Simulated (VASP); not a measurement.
Band structure of SrCl2 (fluorite). Computed with optB88-vdW, VASP's PBE PAW potentials (set 64) (plane waves; VASP).

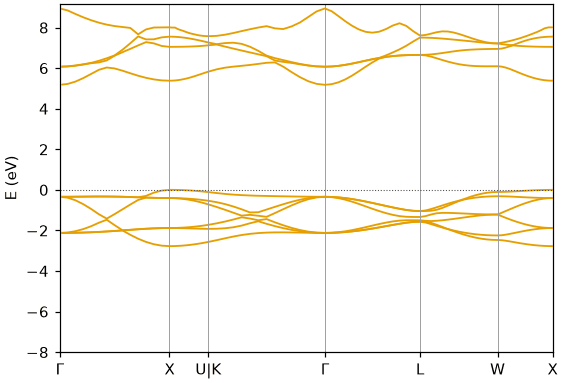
Fig. 1. Bands along high-symmetry lines, zero at the valence-band maximum or, without a gap, the Fermi level

### Question
Read the plot: is there a gap, and where are the band edges?

### Answer
The gap is indirect, 5.18 eV, from the valence maximum at X to the conduction minimum at Γ. (Edges off the drawn lines would not show.)

Measured: gap 7.50 eV (computed value off by -2.32 eV), as given by Andrés Aguado et al., Journal of the Physical Society of Japan (1999), arXiv:cond-mat/9901145.

The compound is SrCl2 in the fluorite structure. It was relaxed first.
